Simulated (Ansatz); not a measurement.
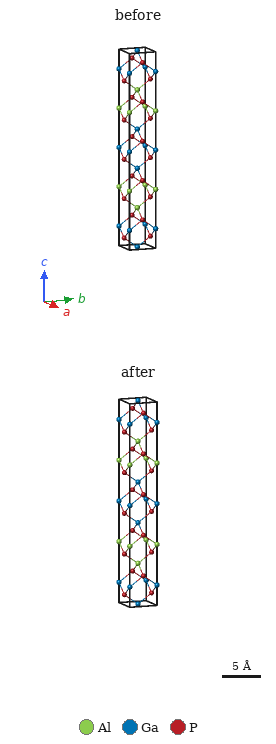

The structure of solid Al2Ga3P5 (a generated structure, set up in I-4m2) (coarse preliminary run) before (top) and after (bottom) a relaxation, at one scale.

Style: ball-and-stick. Shown: the conventional cell (2 times the calculation's cell), slightly off an axis. Lengths and directions refer to the drawn axes.

Level of theory: DFT PBE, scalar-relativistic, plane waves, PAW (Ansatz 0.2.0).

Input file:
```yaml
crystal:
  lattice:
    - [-1.87704015, 1.87704015, 13.27267821]
    - [1.87704015, -1.87704015, 13.27267821]
    - [1.87704015, 1.87704015, -13.27267821]
  atoms:
    - { symbol: Al, position: [0.7, 0.7, 0.0] }
    - { symbol: Al, position: [0.3, 0.3, 0.0] }
    - { symbol: Ga, position: [0.9, 0.9, 0.0] }
    - { symbol: Ga, position: [0.5, 0.5, 0.0] }
    - { symbol: Ga, position: [0.1, 0.1, 0.0] }
    - { symbol: P, position: [0.25, 0.75, 0.5] }
    - { symbol: P, position: [0.85, 0.35, 0.5] }
    - { symbol: P, position: [0.45, 0.95, 0.5] }
    - { symbol: P, position: [0.05, 0.55, 0.5] }
    - { symbol: P, position: [0.65, 0.15, 0.5] }
basis:
  ecutwfc: 420
kpoints:
  mp_grid: { grid: [6, 6, 6] }
hamiltonian:
  xc: pbe
scf:
  occupations: { method: gaussian, width: 0.1 }
  lower_state_search: "off"
output:
  forces: true
  stress: true
  eigenvalues: true
relax:
  adjacent_minimum: "off"
  f_tol: 0.04
  max_steps: 70
  cell: { stress_tol: 0.4 }
```

Launched with:
```bash
ansatz run input.yaml --threads 4 --pin off --max-ram 8192MiB --backend cpu --events-out ev --progress --plain --runs-dir out
```

Question: What changed between the two?

Answer: The largest moves relative to the cell, 0.006 Å, are those of P7 and P10. P10 goes along +c. Largest moves by element: P 0.006 Å, Ga 0.001 Å. Al stays in place. The drawn cell changes as follows: a = b 3.754 → 3.897 Å (+3.8 %), c 26.545 → 27.483 Å (+3.5 %); the volume changes by +11.6 %. Near-neighbour distances that change, for instance: Ga3–P7 2.299 → 2.388 Å, Ga3–P8 2.299 → 2.384 Å, Al1–P10 2.299 → 2.381 Å. The space group stays I-4m2 (No. 119). The energy falls by 0.681 eV per cell of the calculation in 3 accepted moves (4 points after the start). Largest force component: 0.04 eV/Å at the start, 0.0056 eV/Å at the end. Pressure: 11.05 GPa at the start and 0.04 GPa at the end. The SCF was repeated once at an unchanged geometry on a basis and grid sized afresh for the cell, which shifted the energy by 8.5 meV per cell of the calculation at most.
